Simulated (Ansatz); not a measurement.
# Glassy 91GeO2-6Al2O3-3Sc2O3 (mol %) (102 atoms): where an added charge goes, part 3 of 4

Does an extra electron or hole in glassy 91GeO2-6Al2O3-3Sc2O3 (mol %) (102 atoms) stay spread out, or do the atoms trap it?

Ansatz 0.2.0; Kohn-Sham DFT, PBEsol, PAW (set soft_1), plane waves.

The cell: 29 Ge, 4 Al, 2 Sc and 67 O. The quench rate of 50 K/ps far exceeds what a furnace or splat quench reaches. The network of bonds at the start is that of the classical potential that made the cell. The Brillouin zone is sampled at Γ only, in a cell whose shortest periodic width is 11 Å.

So far. Step 6 (An extra electron, atoms relaxed): The relaxation converged after 3 steps, 0.0216 eV below its start, with a largest force component of 0.037 eV/Å. Step 6 (An extra electron, atoms relaxed): An extra electron, atoms relaxed: the energy stands 5.82 eV above that of the reference. An odd electron should give 1 μB; this run ended with the carrier shared between both spins.

### Step 7. An extra electron, levels at the relaxed geometry

A single point at the new geometry gives levels and spin density.

File input.yaml:

```yaml
crystal:
  lattice:
    - [11.37571, 0.0, 0.0]
    - [0.0, 11.37571, 0.0]
    - [0.0, 0.0, 11.37571]
  atoms:
    - { symbol: Ge, position: [0.33739, 0.95913, 0.90832] }
    - { symbol: Ge, position: [0.14671, 0.83718, 0.09849] }
    - { symbol: Ge, position: [0.164, 0.7329, 0.60231] }
    - { symbol: Ge, position: [0.77347, 0.55573, 0.02348] }
    - { symbol: Ge, position: [0.03327, 0.80716, 0.36127] }
    - { symbol: Ge, position: [0.93037, 0.44481, 0.21638] }
    [... 90 atom lines left out ...]
    - { symbol: O, position: [0.23653, 0.46066, 0.05021] }
    - { symbol: O, position: [0.96489, 0.09885, 0.02587] }
    - { symbol: O, position: [0.87467, 0.03251, 0.63495] }
    - { symbol: O, position: [0.73369, 0.86159, 0.25421] }
    - { symbol: O, position: [0.17481, 0.09425, 0.5703] }
    - { symbol: O, position: [0.83429, 0.22554, 0.86571] }
total_charge: -1
kpoints:
  mp_grid: { grid: [1, 1, 1] }
hamiltonian:
  xc: pbesol
  pseudopotentials: { kind: paw, azcp: { folder: soft_1 }, xc_functional: pbe }
scf:
  occupations: { method: fermi_dirac, width: 0.01 }
  lower_state_search: "off"
output:
  forces: true
  stress: true
  populations: true
  dos:
    method: { smearing: { sigma: 0.15 } }
    de: 0.1
    projected: { site_lists: { Al: [Al], Ge: [Ge], O: [O], Sc: [Sc] } }
  eigenvalues: true
  write_density: true
  write_potential: true
  volumetric_format: npy
magnetization:
  spin_polarized: true
  initial_magnetization: 1
```

Started as:

```
$ ansatz run input.yaml --threads 4 --pin off --max-ram 8192MiB --backend cpu --events-out ev --progress --plain --runs-dir out
```

Numbers of over 12 decimals in the logs are rounded to 6 here.

Log:

```text
[...]
Crystal: 102 atoms, lattice volume = 1472.094 Å³
Basis set: ecut = 420 eV, 28671 PW (Γ), exchange–correlation on 160×160×160 points (8 copies of the dense FFT grid, shifted against one another)
Bands: 524, of which v1, the nominal top of the filled ones, is band 422 counted from 1 (421 counted from 0)
Symmetry: 1 space group operations
[...]
k-points: 1
[...]
Starting moments: Σ|m| = 1 μB on 102 of 102 sites
[...]
SCF iter   1: F=—  HF=-167276.560838 eV  |F-HF|=—  |Δ(HF+E_count)|=         —  Δρ=4.62e-2 (↑4.62e-2 ↓4.44e-2)  dr2=9.78e1  dr2_m=6.10e-1  M=1.000 μB ∫|m|=1.090 μB  β_m=1.00  ethr=3.10e-3  ⟨swp⟩=6.0  Hψ=4112  notcnv=0  defer=82
[...]
SCF iter  26: F=-167252.151000 eV  HF=-167252.151000 eV  |F-HF|=3.16e-8  |Δ(HF+E_count)|=   2.50e-9  Δρ=5.36e-7 (↑5.36e-7 ↓5.00e-7)  dr2=5.25e-8  dr2_m=7.02e-11  M=0.013 μB ∫|m|=0.014 μB  ethr=1.19e-11  ⟨swp⟩=16.0  Hψ=7807  notcnv=0
SCF 1 converged in 26 iterations: F = -167252.151000 eV  dr2 = 5.25e-8
[...]
SCF converged after 26 iterations
Magnetization: 0.0127 μB (421.5063 up, 421.4937 down)
Absolute magnetization: 0.0135 μB (∫|ρ↑−ρ↓|, with the PAW one-centre terms)
[...]
Per-site moments (μB) at R_I (Å): [(4.673455875709078e-5, 0.711781), (5.9836332010917756e-5, 0.713821), (4.00614866901729e-5, 0.707591), (3.982292926428087e-5, 0.714355), (3.067574988623146e-5, 0.719712), [...]
Free energy (F): -167252.151000 eV
[...]
Internal energy: -167252.137138 eV  (E = F + TS)
E sigma→0 (E₀):  -167252.144069 eV
Entropy (-TS):   -0.013861 eV (-0.136 meV/atom)
Fermi energy:    5.829903 eV
[...]
--- Forces (eV/Å), atoms counted from 1 ---
  atom   1  Ge     0.00270438     0.01006329    -0.00310499
  atom   2  Ge    -0.01502514    -0.00356284     0.01549572
  atom   3  Ge    -0.01416848     0.00372008     0.00306403
  atom   4  Ge     0.01188659     0.00515858     0.00082492
  atom   5  Ge    -0.00161421    -0.00598427     0.00113010
  atom   6  Ge    -0.00192554     0.00217083     0.00604003
  atom   7  Ge    -0.03244120     0.00288045     0.01705807
  atom   8  Ge    -0.00436708     0.00018638    -0.00627315
  atom   9  Ge    -0.01259763     0.03626538     0.01115191
  atom  10  Ge     0.00153502    -0.00293139    -0.00001258
  atom  11  Ge    -0.00428987     0.00878455     0.00679878
  atom  12  Ge    -0.00518432    -0.00381109    -0.01469532
  atom  13  Ge     0.00138760    -0.02850431    -0.00140193
  atom  14  Ge    -0.01320713     0.00993313     0.01341520
[...]
atom 101  O     -0.00652068    -0.00791120     0.00716652
  atom 102  O     -0.00392168    -0.00097282    -0.00355438
  max |Σ_I F_I| component: 5.22e-5 eV/Å
--- Stress (GPa, compression-positive) ---
       -4.272465      -0.416222      -1.671868
       -0.416224      -3.556504      -1.446280
       -1.671868      -1.446283      -2.888992
  P = ⅓ Tr σ = -3.5727 GPa (-35.727 kbar)
--- Band table (eV) ---
[...]
--- Löwdin populations: 102 sites ---
  site symbol       q [e]    m [muB]
     0     Ge     12.5506     0.0002
     1     Ge     12.5410     0.0003
     2     Ge     12.5623     0.0002
[...]
101      O      6.6836     0.0001
  spilling = 0.006266 (of n_electrons = 843.000000)
```

Elapsed: 1.8 min, on 4 threads of Arm Neoverse V2, shared host; peak memory 4 GiB; 7 min of CPU time.

An extra electron, levels at the relaxed geometry: the energy stands 5.82 eV above that of the reference. An odd electron should give 1 μB; this run ended with the carrier shared between both spins.

The levels nearest the highest filled one (over half full), pooled over k-points and spins:

```csv
level less the highest filled one (eV),occupation
-2.17,1
-2.01,1
-2.01,1
0,0.506
5.0e-4,0.494
1.34,0
1.34,0
1.36,0
```

### Step 8. Neutral at the geometry of the electron

The neutral cell at the new geometry gives the energy of that geometry without the charge.

input.yaml, the sections that differ from step 7:

```yaml
crystal:
  lattice:
    - [11.37571, 0.0, 0.0]
    - [0.0, 11.37571, 0.0]
    - [0.0, 0.0, 11.37571]
  atoms:
    [... the 102 atom lines of step 7 ...]
scf:
  occupations: { method: fermi_dirac, width: 0.05 }
output:
  forces: true
  stress: true
  populations: true
  dos:
    method: { smearing: { sigma: 0.15 } }
    de: 0.1
    projected: { site_lists: { Al: [Al], Ge: [Ge], O: [O], Sc: [Sc] } }
  eigenvalues: true
# kpoints, hamiltonian: as in step 7
# total_charge: removed
# magnetization: removed
```

Log:

```text
[...]
Crystal: 102 atoms, lattice volume = 1472.094 Å³
Basis set: ecut = 420 eV, 28671 PW (Γ), exchange–correlation on 160×160×160 points (8 copies of the dense FFT grid, shifted against one another)
Bands: 523, of which v1, the nominal top of the filled ones, is band 421 counted from 1 (420 counted from 0)
Symmetry: 1 space group operations
[...]
k-points: 1
[...]
SCF iter   1: F=—  HF=-167284.064864 eV  |F-HF|=—  |Δ(HF+E_count)|=         —  Δρ=9.05e-2  dr2=8.72e1  ethr=3.10e-3  ⟨swp⟩=6.0  Hψ=2063  notcnv=0  defer=36
[...]
SCF iter  12: F=—  HF=-167257.952842 eV  |F-HF|=—  |Δ(HF+E_count)|=   4.23e-6  Δρ=9.23e-6  dr2=1.15e-6  ethr=2.53e-10  ⟨swp⟩=2.0  Hψ=800  notcnv=0  defer=97
SCF iter  13: F=-167257.952842 eV  HF=-167257.952842 eV  |F-HF|=1.03e-7  |Δ(HF+E_count)|=   5.39e-7  Δρ=2.33e-6  dr2=8.80e-8  ethr=1.19e-11  ⟨swp⟩=11.0  Hψ=2960  notcnv=0
SCF 1 converged in 13 iterations: F = -167257.952842 eV  dr2 = 8.80e-8
[...]
SCF converged after 13 iterations
Free energy (F): -167257.952842 eV
[...]
Internal energy: -167257.952842 eV  (E = F + TS)
E sigma→0 (E₀):  -167257.952842 eV
Entropy (-TS):   -0.000000 eV (-0.000 meV/atom)
Fermi energy:    4.816631 eV
[...]
Σ components = -167257.952842   (vs F -167257.952842, Δ=0.00e0)
--- Forces (eV/Å), atoms counted from 1 ---
  atom   1  Ge     0.05741087     0.01829349    -0.05818876
  atom   2  Ge    -0.02630115     0.01240190     0.08669936
  atom   3  Ge    -0.04140489     0.07160703     0.03756735
  atom   4  Ge     0.01475393     0.07402547    -0.02169455
[...]
atom 102  O     -0.01192637     0.03917074    -0.00751502
  max |Σ_I F_I| component: 6.94e-5 eV/Å
--- Stress (GPa, compression-positive) ---
       -4.991915      -0.445713      -1.771430
       -0.445715      -4.252268      -1.519046
       -1.771430      -1.519049      -3.510148
  P = ⅓ Tr σ = -4.2514 GPa (-42.514 kbar)
--- Band table (eV) ---
[...]
--- Löwdin populations: 102 sites ---
  site symbol       q [e]
     0     Ge     12.5320
     1     Ge     12.5191
     2     Ge     12.5470
[...]
101      O      6.6785
  spilling = 0.006244 (of n_electrons = 842.000000)
```

Run time: 38 s. Hardware: 4 threads; peak memory 2.4 GiB.

Neutral at the geometry of the electron: the energy stands 0.0206 eV above that of the reference.

### Step 9. An extra hole, atoms held

The electron count changes by one with the atoms held: a vertical process, on a uniform background, with spin and a narrow Fermi–Dirac smearing. Its energy against the neutral cell hangs on the program's zero of potential.

input.yaml, as its differences from that of step 8:

```diff
@@ -6,3 +6,4 @@
   atoms:
-    [... the 102 atom lines of step 7 ...]
+    [... the 102 atom lines of step 4 ...]
+total_charge: 1
 kpoints:
@@ -13,3 +14,4 @@
 scf:
-  occupations: { method: fermi_dirac, width: 0.05 }
+  occupations: { method: fermi_dirac, width: 0.01 }
+  lower_state_search: "off"
 output:
@@ -23 +25,7 @@
   eigenvalues: true
+  write_density: true
+  write_potential: true
+  volumetric_format: npy
+magnetization:
+  spin_polarized: true
+  initial_magnetization: 1
```

Log:

```text
[...]
Crystal: 102 atoms, lattice volume = 1472.094 Å³
Basis set: ecut = 420 eV, 28671 PW (Γ), exchange–correlation on 160×160×160 points (8 copies of the dense FFT grid, shifted against one another)
Bands: 523, of which v1, the nominal top of the filled ones, is band 421 counted from 1 (420 counted from 0)
Symmetry: 1 space group operations
[...]
k-points: 1
[...]
Starting moments: Σ|m| = 1 μB on 102 of 102 sites
[...]
SCF iter   1: F=—  HF=-167289.813071 eV  |F-HF|=—  |Δ(HF+E_count)|=         —  Δρ=4.71e-2 (↑4.62e-2 ↓4.71e-2)  dr2=9.24e1  dr2_m=2.45e-1  M=1.000 μB ∫|m|=1.074 μB  β_m=1.00  ethr=3.10e-3  ⟨swp⟩=6.0  Hψ=4102  notcnv=0  defer=86
[...]
SCF iter   4: F=—  HF=-167263.191836 eV  |F-HF|=—  |Δ(HF+E_count)|=    3.88e0  Δρ=1.41e-2 (↑1.05e-2 ↓1.41e-2)  dr2=9.68e0  dr2_m=2.62e-1  M=0.747 μB ∫|m|=0.964 μB  β_m=0.30  ethr=2.31e-3  ⟨swp⟩=3.5  Hψ=1867  notcnv=0  defer=186
[...]
SCF iter  13: F=—  HF=-167261.532942 eV  |F-HF|=—  |Δ(HF+E_count)|=   3.15e-2  Δρ=1.74e-3 (↑1.74e-3 ↓1.49e-3)  dr2=3.21e-1  dr2_m=3.09e-3  M=1.000 μB ∫|m|=1.112 μB  β_m=0.30  ethr=2.98e-5  ⟨swp⟩=4.0  Hψ=883  notcnv=0  defer=196
[...]
SCF iter  17: F=—  HF=-167261.535509 eV  |F-HF|=—  |Δ(HF+E_count)|=   8.45e-4  Δρ=1.33e-3 (↑1.33e-3 ↓9.09e-4)  dr2=5.79e-2  dr2_m=1.40e-2  M=1.000 μB ∫|m|=1.119 μB  β_m=0.09  ethr=9.88e-6  ⟨swp⟩=1.5  Hψ=854  notcnv=0  defer=193
[...]
SCF iter  33: F=—  HF=-167261.556415 eV  |F-HF|=—  |Δ(HF+E_count)|=   5.48e-8  Δρ=3.13e-6 (↑4.54e-7 ↓3.13e-6)  dr2=2.53e-7  dr2_m=3.40e-8  M=0.999 μB ∫|m|=1.127 μB  β_m=0.36  ethr=1.67e-11  ⟨swp⟩=2.0  Hψ=1276  notcnv=0
SCF iter  34: F=-167261.556415 eV  HF=-167261.556415 eV  |F-HF|=5.82e-11  |Δ(HF+E_count)|=   5.15e-9  Δρ=2.88e-7 (↑1.85e-7 ↓2.88e-7)  dr2=2.31e-9  dr2_m=4.36e-10  M=0.999 μB ∫|m|=1.127 μB  ethr=1.19e-11  ⟨swp⟩=8.0  Hψ=5459  notcnv=0
SCF 1 converged in 34 iterations: F = -167261.556415 eV  dr2 = 2.31e-9
[...]
SCF converged after 34 iterations
Magnetization: 0.9993 μB (420.9997 up, 420.0003 down)
Absolute magnetization: 1.1263 μB (∫|ρ↑−ρ↓|, with the PAW one-centre terms)
[...]
Per-site moments (μB) at R_I (Å): [(-8.770510487547907e-5, 0.710861), (-8.546101834405505e-5, 0.712908), (-0.000362063, 0.706737), (3.1890469666792675e-5, 0.713594), (-6.780530832316921e-5, 0.718942), [...]
Free energy (F): -167261.556415 eV
[...]
Internal energy: -167261.547467 eV  (E = F + TS)
E sigma→0 (E₀):  -167261.551941 eV
Entropy (-TS):   -0.008948 eV (-0.088 meV/atom)
Fermi energy:    3.406353 eV
[...]
Σ components = -167261.556415   (vs F -167261.556415, Δ=0.00e0)
--- Forces (eV/Å), atoms counted from 1 ---
  atom   1  Ge    -0.07647166     0.24346753     0.09190388
  atom   2  Ge    -0.11059009    -0.12689699    -0.15933237
  atom   3  Ge    -1.01181542    -0.05921623    -0.51703295
  atom   4  Ge     0.15902205    -0.07012031     0.05820211
[...]
atom 102  O     -0.05582294     0.01806175    -0.00934246
  max |Σ_I F_I| component: 1.19e-5 eV/Å
--- Stress (GPa, compression-positive) ---
       -4.335323      -0.456721      -1.754720
       -0.456723      -3.818641      -1.462659
       -1.754720      -1.462662      -2.909297
  P = ⅓ Tr σ = -3.6878 GPa (-36.878 kbar)
--- Band table (eV) ---
[...]
--- Löwdin populations: 102 sites ---
  site symbol       q [e]    m [muB]
     0     Ge     12.5207    -0.0006
     1     Ge     12.5123    -0.0011
     2     Ge     12.5281    -0.0059
[...]
101      O      6.6753     0.0008
  spilling = 0.006215 (of n_electrons = 841.000000)
```

Wall time 2 min (4 threads); peak memory 4 GiB.

An extra hole, atoms held: the energy stands 3.58 eV below that of the reference, with a moment of 1.00 μB.

The levels nearest the highest filled one (over half full), pooled over k-points and spins:

```csv
level less the highest filled one (eV),occupation
-0.0759,1
-0.0638,1
-0.0541,0.999
0,0.839
0.033,0.162
2.46,0
2.47,0
3.75,0
```

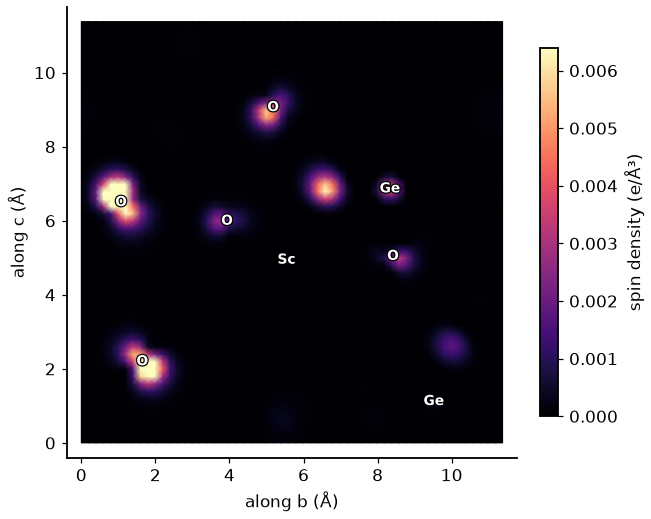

Spin density in the bc plane at fractional x = 0.163, with atoms of Ge and Sc and O within 0.2 Å of it.

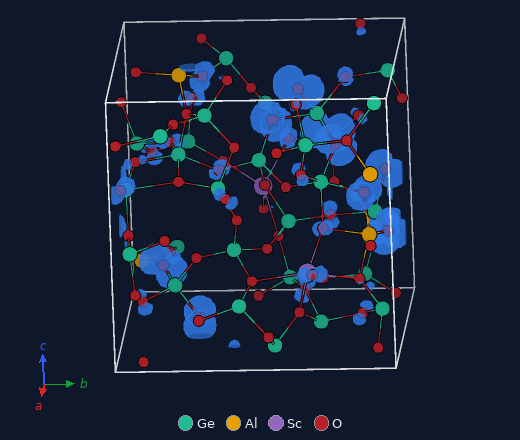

Surface of spin density = 0.0074 e/Å³, which holds about 70 % of the integral of its size. Bonds to atoms that aren't drawn are left out.

### Step 10. An extra hole, atoms relaxed

The atoms now respond to the charge; the energy gained comes from screening by the atoms, from trapping if the charge localises, and from any strain left in the reference.

input.yaml, the sections that differ from step 9:

```yaml
output:
  forces: true
relax:
  f_tol: 0.05
  max_steps: 90
# crystal, total_charge, kpoints, hamiltonian, scf, magnetization: as in step 9
```

Log:

```text
[...]
Crystal: 102 atoms, lattice volume = 1472.094 Å³
Basis set: ecut = 420 eV, 28671 PW (Γ), exchange–correlation on 160×160×160 points (8 copies of the dense FFT grid, shifted against one another)
Bands: 523, of which v1, the nominal top of the filled ones, is band 421 counted from 1 (420 counted from 0)
Symmetry: 1 space group operations
[...]
k-points: 1
[...]
Starting moments: Σ|m| = 1 μB on 102 of 102 sites
[...]
SCF iter   1: F=—  HF=-167289.813072 eV  |F-HF|=—  |Δ(HF+E_count)|=         —  Δρ=4.71e-2 (↑4.62e-2 ↓4.71e-2)  dr2=9.24e1  dr2_m=2.45e-1  M=1.000 μB ∫|m|=1.074 μB  β_m=1.00  ethr=3.10e-3  ⟨swp⟩=6.0  Hψ=4102  notcnv=0  defer=86
[...]
SCF iter   4: F=—  HF=-167263.191839 eV  |F-HF|=—  |Δ(HF+E_count)|=    3.88e0  Δρ=1.41e-2 (↑1.05e-2 ↓1.41e-2)  dr2=9.68e0  dr2_m=2.62e-1  M=0.747 μB ∫|m|=0.964 μB  β_m=0.30  ethr=2.31e-3  ⟨swp⟩=3.5  Hψ=1867  notcnv=0  defer=186
[...]
SCF iter  13: F=—  HF=-167261.532953 eV  |F-HF|=—  |Δ(HF+E_count)|=   3.15e-2  Δρ=1.74e-3 (↑1.74e-3 ↓1.49e-3)  dr2=3.21e-1  dr2_m=3.09e-3  M=1.000 μB ∫|m|=1.112 μB  β_m=0.30  ethr=2.98e-5  ⟨swp⟩=4.0  Hψ=883  notcnv=0  defer=196
[...]
SCF iter  17: F=—  HF=-167261.535475 eV  |F-HF|=—  |Δ(HF+E_count)|=   8.25e-4  Δρ=1.33e-3 (↑1.33e-3 ↓9.11e-4)  dr2=5.79e-2  dr2_m=1.40e-2  M=1.000 μB ∫|m|=1.119 μB  β_m=0.09  ethr=9.87e-6  ⟨swp⟩=1.5  Hψ=854  notcnv=0  defer=193
[...]
SCF iter  29: F=-167261.556407 eV  HF=-167261.556415 eV  |F-HF|=7.18e-6  |Δ(HF+E_count)|=   9.31e-7  Δρ=1.94e-5 (↑2.70e-6 ↓1.94e-5)  dr2=9.46e-6  dr2_m=1.44e-6  M=0.999 μB ∫|m|=1.127 μB  β_m=0.19  ethr=9.30e-10  ⟨swp⟩=2.0  Hψ=1919  notcnv=0
SCF iter  30: F=-167261.556415 eV  HF=-167261.556415 eV  |F-HF|=1.82e-7  |Δ(HF+E_count)|=   2.77e-7  Δρ=3.58e-6 (↑1.81e-6 ↓3.58e-6)  dr2=4.01e-7  dr2_m=4.72e-8  M=0.999 μB ∫|m|=1.127 μB  ethr=9.30e-10  ⟨swp⟩=1.0  Hψ=1910  notcnv=0
SCF 1 converged in 30 iterations: F = -167261.556415 eV  dr2 = 4.01e-7
[...]
relax step   1: F+E_penalty+E_count = -167261.55641503 eV  Δ(F+E_penalty+E_count) = +0.000e0 eV  max|allowed force component| = 1.011e0 eV/Å  Δτ_max = 0.0000 Å  (30 SCF iters, dr2 threshold 6.25e-5 eV, accepted)
[... from here on, the SCF cycles and remarks between the steps are left out ...]
relax step   2: F+E_penalty+E_count = -167261.65373217 eV  Δ(F+E_penalty+E_count) = -9.732e-2 eV  max|allowed force component| = 6.877e-1 eV/Å  Δτ_max = 0.0490 Å  (12 SCF iters, dr2 threshold 6.39e-5 eV, accepted)
relax step   3: F+E_penalty+E_count = -167261.71748405 eV  Δ(F+E_penalty+E_count) = -6.375e-2 eV  max|allowed force component| = 2.011e-1 eV/Å  Δτ_max = 0.0628 Å  (14 SCF iters, dr2 threshold 2.96e-5 eV, accepted)
relax step   4: F+E_penalty+E_count = -167261.73068844 eV  Δ(F+E_penalty+E_count) = -1.320e-2 eV  max|allowed force component| = 1.765e-1 eV/Å  Δτ_max = 0.0286 Å  (14 SCF iters, dr2 threshold 3.46e-6 eV, accepted)
relax step   5: F+E_penalty+E_count = -167261.75940206 eV  Δ(F+E_penalty+E_count) = -2.871e-2 eV  max|allowed force component| = 1.499e-1 eV/Å  Δτ_max = 0.1171 Å  (14 SCF iters, dr2 threshold 2.66e-6 eV, accepted)
relax step   6: F+E_penalty+E_count = -167261.70725154 eV  Δ(F+E_penalty+E_count) = +5.215e-2 eV  max|allowed force component| = 5.909e-1 eV/Å  Δτ_max = 0.2000 Å  (10 SCF iters, dr2 threshold 1.62e-5 eV, rejected (line search))
relax step   7: F+E_penalty+E_count = -167261.80851095 eV  Δ(F+E_penalty+E_count) = -4.911e-2 eV  max|allowed force component| = 1.632e-1 eV/Å  Δτ_max = 0.0945 Å  (17 SCF iters, accepted)
relax step   8: F+E_penalty+E_count = -167261.84498253 eV  Δ(F+E_penalty+E_count) = -3.647e-2 eV  max|allowed force component| = 2.827e-1 eV/Å  Δτ_max = 0.0951 Å  (8 SCF iters, dr2 threshold 1.92e-5 eV, accepted)
relax step   9: F+E_penalty+E_count = -167261.65267316 eV  Δ(F+E_penalty+E_count) = +1.923e-1 eV  max|allowed force component| = 9.737e-1 eV/Å  Δτ_max = 0.0892 Å  (8 SCF iters, dr2 threshold 7.99e-5 eV, rejected (line search))
relax step  10: F+E_penalty+E_count = -167261.87039502 eV  Δ(F+E_penalty+E_count) = -2.541e-2 eV  max|allowed force component| = 1.748e-1 eV/Å  Δτ_max = 0.0446 Å  (12 SCF iters, accepted)
relax step  11: F+E_penalty+E_count = -167261.89697529 eV  Δ(F+E_penalty+E_count) = -2.658e-2 eV  max|allowed force component| = 1.567e-1 eV/Å  Δτ_max = 0.0727 Å  (7 SCF iters, dr2 threshold 1.17e-5 eV, accepted)
relax step  12: F+E_penalty+E_count = -167261.90436798 eV  Δ(F+E_penalty+E_count) = -7.393e-3 eV  max|allowed force component| = 2.245e-1 eV/Å  Δτ_max = 0.0953 Å  (8 SCF iters, dr2 threshold 9.38e-6 eV, accepted)
relax step  13: F+E_penalty+E_count = -167261.91940301 eV  Δ(F+E_penalty+E_count) = -1.504e-2 eV  max|allowed force component| = 1.890e-1 eV/Å  Δτ_max = 0.0284 Å  (6 SCF iters, dr2 threshold 4.05e-5 eV, accepted)
relax step  14: F+E_penalty+E_count = -167261.64029947 eV  Δ(F+E_penalty+E_count) = +2.791e-1 eV  max|allowed force component| = 7.549e-1 eV/Å  Δτ_max = 0.2000 Å  (9 SCF iters, dr2 threshold 2.53e-5 eV, rejected (line search))
relax step  15: F+E_penalty+E_count = -167261.94046209 eV  Δ(F+E_penalty+E_count) = -2.106e-2 eV  max|allowed force component| = 9.118e-2 eV/Å  Δτ_max = 0.0656 Å  (12 SCF iters, accepted)
relax step  16: F+E_penalty+E_count = -167261.94479499 eV  Δ(F+E_penalty+E_count) = -4.333e-3 eV  max|allowed force component| = 9.898e-2 eV/Å  Δτ_max = 0.0355 Å  (9 SCF iters, accepted)
relax step  17: F+E_penalty+E_count = -167261.94802408 eV  Δ(F+E_penalty+E_count) = -3.229e-3 eV  max|allowed force component| = 3.612e-2 eV/Å  Δτ_max = 0.0141 Å  (8 SCF iters, accepted)
SCF converged after 8 iterations
Magnetization: 1.0000 μB (421.0000 up, 420.0000 down)
Absolute magnetization: 1.1205 μB (∫|ρ↑−ρ↓|, with the PAW one-centre terms)
[...]
Per-site moments (μB) at R_I (Å): [(-2.7414989900914276e-5, 0.708345), (-4.1310906335210755e-6, 0.712893), (-0.00158359, 0.705885), (1.0610559588071607e-7, 0.713890), (-0.000138557, [...]
Free energy (F): -167261.948024 eV
[...]
Internal energy: -167261.948024 eV  (E = F + TS)
E sigma→0 (E₀):  -167261.948024 eV
Fermi energy:    4.085349 eV
[...]
Σ components = -167261.948024   (vs F -167261.948024, Δ=0.00e0)
--- Forces (eV/Å), atoms counted from 1 ---
  atom   1  Ge    -0.00662993     0.00552723    -0.03612587
  atom   2  Ge    -0.02638589    -0.02331556    -0.03209154
  atom   3  Ge    -0.02059638    -0.00105265    -0.00806203
  atom   4  Ge     0.01648633     0.00031490     0.01215146
[...]
atom 102  O     -0.00864253     0.00958144     0.00407305
  max |Σ_I F_I| component: 1.62e-4 eV/Å
--- Relaxed structure (17 steps of the walk, 14 accepted, 0 SCFs on fresh bases) ---
  F+E_penalty+E_count = -167261.94802408 eV   max|allowed force component| = 3.612e-2 eV/Å
  atoms:
    - { symbol: Ge, position: [0.343460, 0.957398, 0.912336] }
    - { symbol: Ge, position: [0.147057, 0.835837, 0.092261] }
    - { symbol: Ge, position: [0.148629, 0.737828, 0.581143] }
    - { symbol: Ge, position: [0.778039, 0.552532, 0.024657] }
[...]
- { symbol: O, position: [0.831704, 0.223344, 0.868375] }
```

It took 12 min on 4 threads; peak memory 4 GiB.

The relaxation converged after 17 steps, 0.392 eV below its start, with a largest force component of 0.036 eV/Å.

An extra hole, atoms relaxed: the energy stands 3.97 eV below that of the reference, with a moment of 1.00 μB.

(Continued in part 4 of 4.)

[Logs are printed without paths, hosts, clocks, repeated set-up lines and the standing remarks that a program may print on its own settings, such as how far it seeks lower states.]

[Hosts, paths, dates, database ids (printed as entryN), source tags and the programs' standing remarks are cut or masked in the printed files.]
